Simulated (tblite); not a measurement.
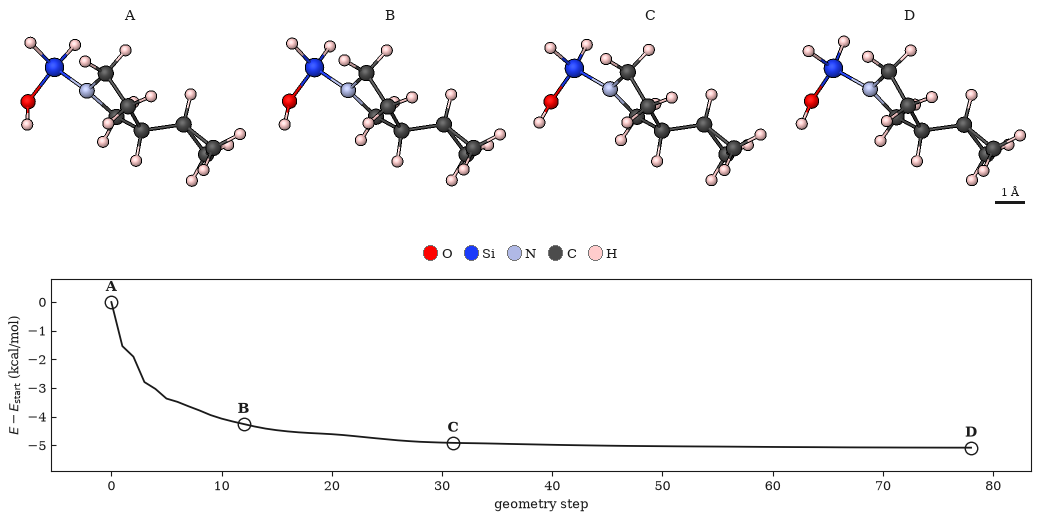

Frames of a relaxation of C7H15NOSi, marked on the history of the run. The picture is a ball-and-stick view, seen from a free direction.

Method: GFN2-xTB geometry optimisation, gas phase (tblite). 

> Describe the path.

The energy falls by 5.08 kcal/mol in 78 geometry steps. An H atom moves most after the best rigid fit: 0.40 Å. By element the largest moves are H 0.40 Å, O 0.19 Å, C 0.13 Å, N 0.12 Å, Si 0.09 Å. Some distances before and after: C–N 1.484 → 1.449 Å, H–Si 1.492 → 1.464 Å, N–Si 1.694 → 1.715 Å, H–O 0.974 → 0.954 Å. Bond angles that change, for instance: O–Si–H 111.9° → 99.7°, N–Si–H 109.3° → 117.5°, Si–O–H 112.4° → 120.4°. Groups turn about O–Si by about 30°. Cost: 0.82 s on 1 thread of Arm Neoverse V1, with other jobs on the host. From step 0 to 12: an H atom moves most (0.21 Å), energy −4.25 kcal/mol. From step 12 to 31: an H atom moves most (0.21 Å), energy −0.66 kcal/mol. From step 31 to 78: an H atom moves most (0.18 Å), energy −0.17 kcal/mol.
